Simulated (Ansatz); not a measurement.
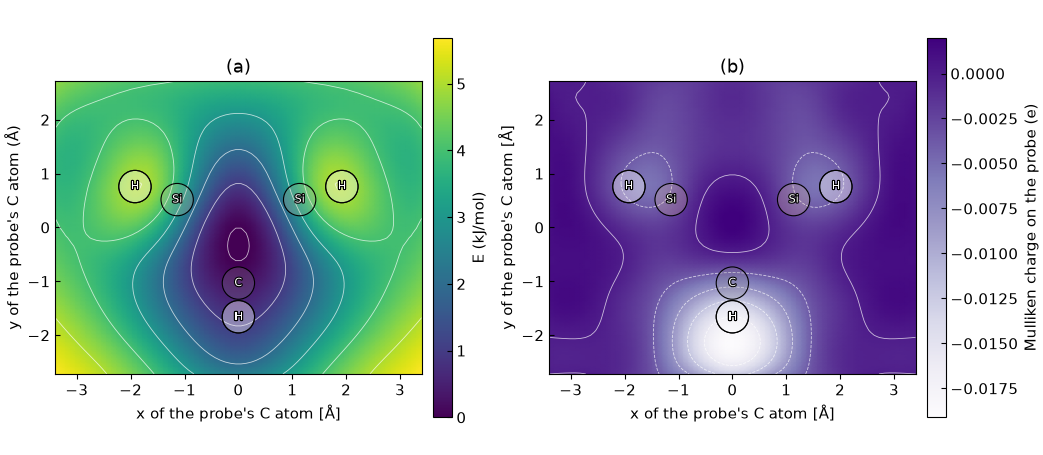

CH₆Si₂ (SMILES C1[SiH2][SiH2]1) with the probe CO. The probe is moved over a plane parallel to the molecule's main plane, 3.95 Å above it. The first coordinate is: x of the probe's C atom; the second: y of the probe's C atom. Nothing is relaxed (molecule and probe rigid, the probe upright with C nearest the plane). Grid: 11 × 9 points; 72 points were computed and 27 follow by symmetry. Energies: kJ/mol, counted from the lowest grid point. Method: RKS PBE-D4/def2-SVPD in Ansatz.

Panel (a) is the energy; panel (b) is the computed Mulliken charge on the probe, in e.

The picture shows a smooth colour map with a few white contour lines, labelled circles for the molecule's atoms, projected on the plane. Between grid points the surface is interpolated.

**How does the Mulliken charge on the probe vary over the map, and what is it at the lowest grid point?**

Leaving out the highest fifth of the energies, it runs from −0.02 e at x of the probe's C atom = 0.00 Å, y of the probe's C atom = −2.04 Å to 0.00 e at x of the probe's C atom = 0.00 Å, y of the probe's C atom = 0.00 Å. At the lowest grid point, x of the probe's C atom = 0.00 Å, y of the probe's C atom = 0.00 Å, it is 0.00 e.
